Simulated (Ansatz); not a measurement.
**SnSiH6 (SMILES [SiH3][SnH3]) at r2SCAN/def2-SVPD (core potential)**

What is the vertical ionisation energy of SnSiH6 at r2SCAN/def2-SVPD (core potential)? 

Program for the calculation: Ansatz 0.2.0.

45 further runs of the same task are left out: 45 set aside as unsound or not needed.

### 1 The structure to begin with

The species is SnSiH6 (8 atoms), meant as a singlet with charge 0. As SMILES, `[SiH3][SnH3]`. The shape is that of a PBE0-D4/def2-TZVP optimisation.

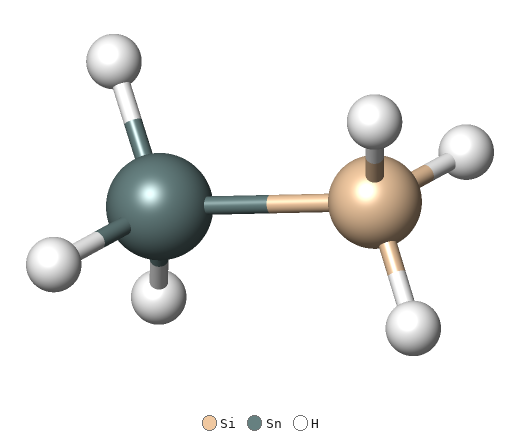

The structure, seen from a chosen angle (silicon light orange, tin teal, hydrogen white).

### 2 A single-point energy at r2SCAN/def2-SVPD (core potential)

run.yaml

```yaml
crystal:
  periodic: [false, false, false]
  atoms:
    - {symbol: Si, position_ang: [-0.621900, 0.121300, -1.152100]}
    - {symbol: Sn, position_ang: [0.611700, -0.129400, 1.077500]}
    - {symbol: H, position_ang: [-2.070400, 0.355200, -0.912500]}
    - {symbol: H, position_ang: [-0.465000, -1.112000, -1.967300]}
    - {symbol: H, position_ang: [-0.071600, 1.272400, -1.915300]}
    - {symbol: H, position_ang: [0.450400, 1.285900, 2.019300]}
    - {symbol: H, position_ang: [2.276200, -0.410700, 0.820500]}
    - {symbol: H, position_ang: [-0.017200, -1.439600, 1.974000]}
basis:
  gaussian: {orbitals: def2-SVPD}
accuracy: high
output: {orbitals: {seedname: orbitals}}
magnetization: {spin_polarized: false}
hamiltonian: {xc: {name: r2SCAN}}
```

Command:

```
$ ansatz run run.yaml --threads 1 --pin off --max-ram 3480MiB --events-out events.jsonl --progress --plain --runs-dir runs
```

Output:

```text
Warning: RAYON_NUM_THREADS=1 ignored (pool sized by the plan → 1); use --threads N
Functional definition: r2SCAN
  name "r2SCAN"
  parameter k0 = 0.174
  parameter k1 = 0.065
  parameter a1 = 4.9479
  exchange = r2scan_x(k0 = k0, k1 = k1, a1 = a1)
  correlation = r2scan_c
2258 factors; integrals over basis functions are off by at most 3.7e-9 eV
mean field evaluation 1: about -13804.2743 eV, gradient 1.2e1 eV
mean field evaluation 2: about -13804.6575 eV, gradient 7.9e0 eV
mean field evaluation 4: about -13804.8515 eV, gradient 2.1e-1 eV
mean field evaluation 8: about -13804.8446 eV, gradient 9.2e-3 eV
mean field evaluation 16: about -13804.8446 eV, gradient 1.9e-6 eV
mean field -13804.84455043 eV, -507.3186799686 hartree, gradient 4.3e-8 eV, S^2 0.000000; 0 other end points of the search recorded, 0 dependent functions left out
reference -13804.84455154 eV, -507.3186800092 hartree; 21, 21 occupied and 83, 83 virtual orbitals, 2258 factors
Total energy: -13804.84455154 eV, -507.3186800092 hartree
```

It took 14 s on 1 thread of Intel Xeon Platinum 8259CL at 2.50GHz (Skylake/Cascade Lake), shared host; peak memory 0.37 GiB.

### 3 The doublet cation at the same level

in.yaml

```yaml
crystal:
  periodic: [false, false, false]
  atoms:
    - {symbol: Si, position_ang: [-0.621900, 0.121300, -1.152100]}
    - {symbol: Sn, position_ang: [0.611700, -0.129400, 1.077500]}
    - {symbol: H, position_ang: [-2.070400, 0.355200, -0.912500]}
    - {symbol: H, position_ang: [-0.465000, -1.112000, -1.967300]}
    - {symbol: H, position_ang: [-0.071600, 1.272400, -1.915300]}
    - {symbol: H, position_ang: [0.450400, 1.285900, 2.019300]}
    - {symbol: H, position_ang: [2.276200, -0.410700, 0.820500]}
    - {symbol: H, position_ang: [-0.017200, -1.439600, 1.974000]}
basis:
  gaussian: {orbitals: def2-SVPD}
total_charge: 1
magnetization: {spin_polarized: true, initial_magnetization: 1}
hamiltonian: {xc: r2scan}
accuracy: high
output: {orbitals: {seedname: orbitals}}
```

Command:

```
$ ansatz run in.yaml --threads 1 --pin off --max-ram 3480MiB --events-out events.jsonl --progress --plain --runs-dir runs
```

Output, shortened:

```text
Warning: RAYON_NUM_THREADS=1 ignored (pool sized by the plan → 1); use --threads N
[... 7 set-up lines as earlier in the session ...]
2257 factors; integrals over basis functions are off by at most 3.7e-9 eV
mean field evaluation 1: about -13794.2526 eV, gradient 8.8e0 eV
mean field evaluation 2: about -13794.6614 eV, gradient 5.3e0 eV
mean field evaluation 4: about -13794.8852 eV, gradient 3.7e-1 eV
mean field evaluation 8: about -13794.8790 eV, gradient 4.4e-2 eV
mean field evaluation 16: about -13794.8790 eV, gradient 2.6e-5 eV
mean field evaluation 32: about -13794.8499 eV, gradient 1.4e0 eV
mean field -13794.87901162 eV, -506.9524531720 hartree, gradient 5.4e-8 eV, S^2 0.753646; 4 other end points of the search recorded, 0 dependent functions left out
reference -13794.87901522 eV, -506.9524533044 hartree; 21, 20 occupied and 83, 84 virtual orbitals, 2257 factors
Total energy: -13794.87901522 eV, -506.9524533044 hartree
```

It took 30 s on 1 thread of Intel Xeon Platinum 8259CL at 2.50GHz (Skylake/Cascade Lake), shared host; peak memory 0.54 GiB.

### 4 Results

At r2SCAN/def2-SVPD (core potential):

| quantity | value |
| --- | --- |
| singlet SnSiH6: total energy | -507.31868 Eh |
| singlet SnSiH6: HOMO energy | -7.23 eV |
| singlet SnSiH6: LUMO energy | -0.53 eV |
| singlet SnSiH6: HOMO–LUMO gap | 6.70 eV |
| doublet cation: total energy | -506.95245 Eh |
| doublet cation: HOMO energy (highest over α and β) | -13.61 eV |
| doublet cation: LUMO energy (lowest over α and β) | -12.58 eV |
| doublet cation: ⟨S²⟩ | 0.754 |
| vertical ionisation energy (to the doublet cation) | 9.966 eV |

**Reading.** Removing an electron at fixed nuclei costs 9.97 eV (962 kJ/mol). The negative HOMO energy of the first species, 7.23 eV, lies 2.73 eV below that difference.
